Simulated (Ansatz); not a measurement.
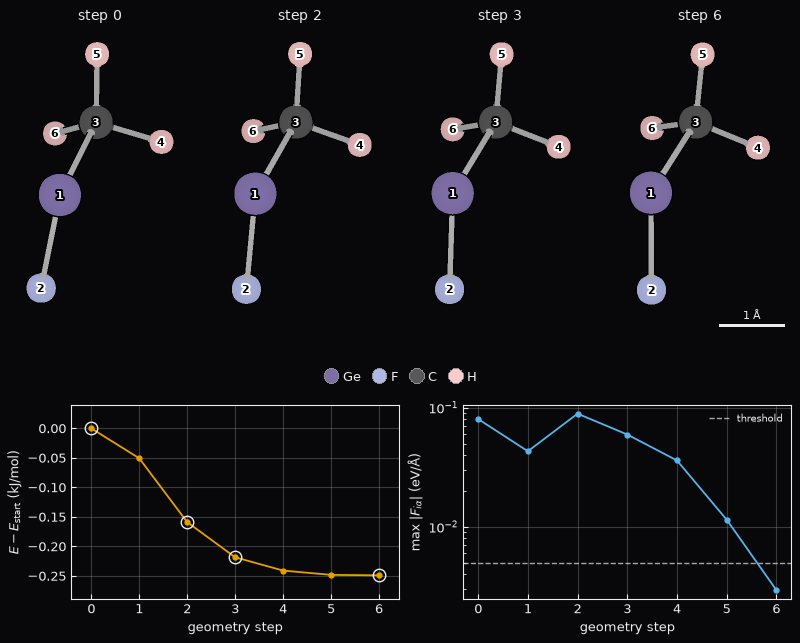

Frames of a relaxation of CH3FGe, marked on the history of the run. Style: ball-and-stick. Shown from a free direction.

It is one of the separated reactants of a reaction.

Method: RKS PBE0-D4/def2-TZVP in Ansatz.

Input file:
```yaml
crystal:
  periodic: [false, false, false]
  atoms:
    - {symbol: Ge, position_ang: [-0.981321, -0.364010, 1.479175]}
    - {symbol: F, position_ang: [-0.460297, -2.020823, 1.139575]}
    - {symbol: C, position_ang: [0.850370, 0.393571, 1.549661]}
    - {symbol: H, position_ang: [1.295337, 0.089287, 2.505051]}
    - {symbol: H, position_ang: [0.852454, 1.484603, 1.502211]}
    - {symbol: H, position_ang: [1.471080, -0.019421, 0.751415]}
basis:
  gaussian: {orbitals: def2-TZVP}
hamiltonian: {xc: pbe0, dispersion: d4}
relax: {f_tol: 0.005, max_steps: 200}
```

Run as
```bash
ansatz run in.yaml --threads 8 --pin off --events-out ev --progress --plain --max-ram 19148MiB
```

**What happens along the run?**

F2 moves most after the best rigid fit: 0.17 Å. Largest moves by element: F 0.17 Å, Ge 0.15 Å, H 0.11 Å, C 0.01 Å. The energy falls by 0.25 kJ/mol in 6 geometry steps. The largest force component goes from 0.08 to 0.0029 eV/Å. Cost: 5 s on 8 threads of Arm Neoverse V1, on a shared host. From step 0 to 2: F2 moves most (0.08 Å), energy −0.16 kJ/mol. From step 2 to 3: F2 moves most (0.05 Å), energy −0.06 kJ/mol. From step 3 to 6: F2 moves most (0.03 Å), energy −0.03 kJ/mol.
